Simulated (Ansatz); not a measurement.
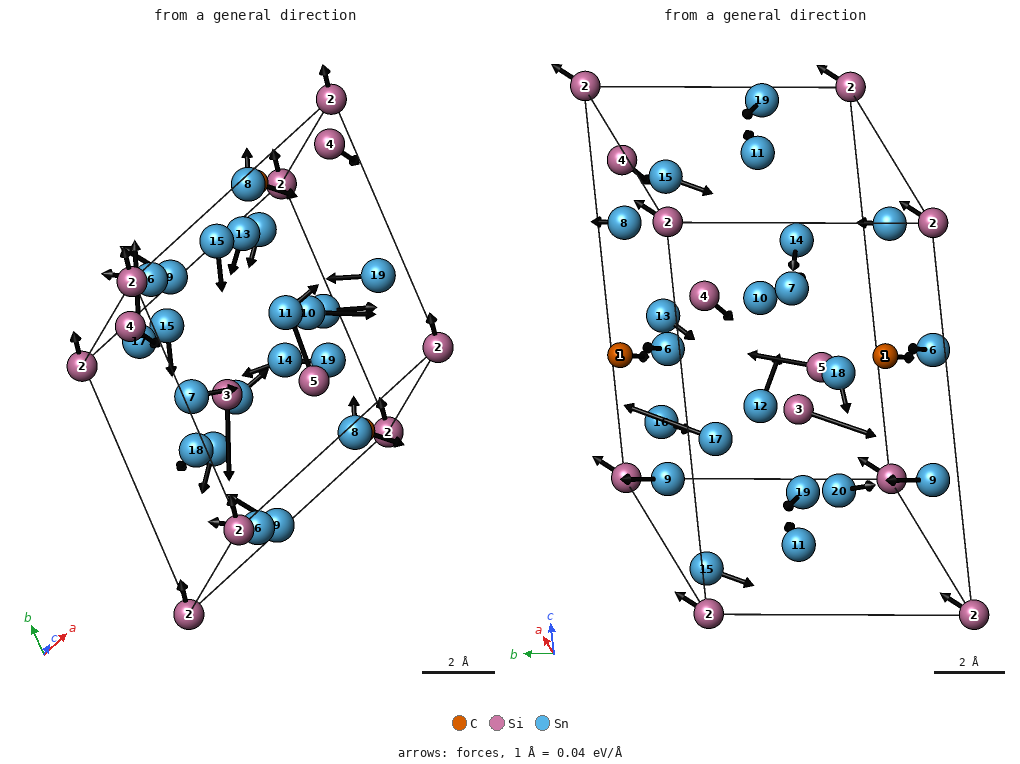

The image is a spheres-only drawing of a crystal, viewed from two general directions. The box is the simulation cell; atoms on or close to its faces, edges and corners are drawn wherever they repeat. The arrows are the computed forces on the atoms.

System: Si₄Sn₁₅C. Theory: DFT PBE, scalar-relativistic, plane waves, PAW in Ansatz. Numerical settings: a kinetic-energy cutoff of 420 eV, a 5×5×3 k-point mesh, Gaussian smearing of 0.1 eV, no spin polarisation.

> Has this structure been optimised to equilibrium?

No. The atoms still feel forces of up to about 0.098 eV/Å, above a usual threshold of 0.01 to 0.03 eV/Å.

> Which atom feels the largest force?

Sn17, about 0.098 eV/Å.

Provenance: a structure type filled with these elements by a generator (whether the compound takes this form wasn't checked). Earlier steps of the study, as a rule a relaxation of our own, may have changed the cell and positions, so they can lie some per cent off the listed ones. It went into a calculation with Ansatz.
